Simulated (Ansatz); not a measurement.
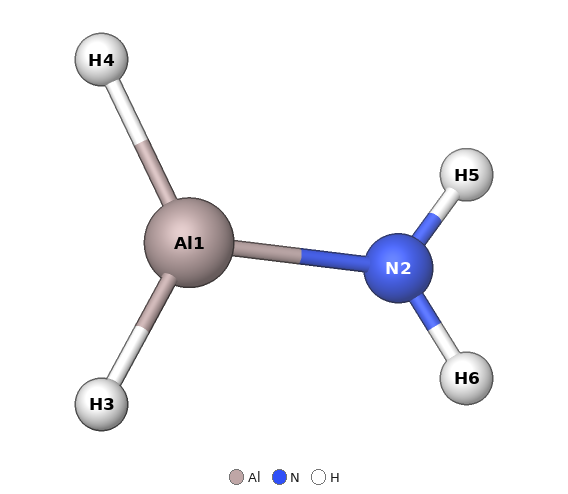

Numbered structure. The computed structure is the end point of a PBE0-D4/def2-TZVP optimisation.

Which atoms are bonded, and how long are the bonds?

| bond | length (Å) |
| --- | --- |
| Al1–N2 | 1.766 |
| Al1–H3 | 1.583 |
| Al1–H4 | 1.583 |
| N2–H5 | 1.007 |
| N2–H6 | 1.007 |
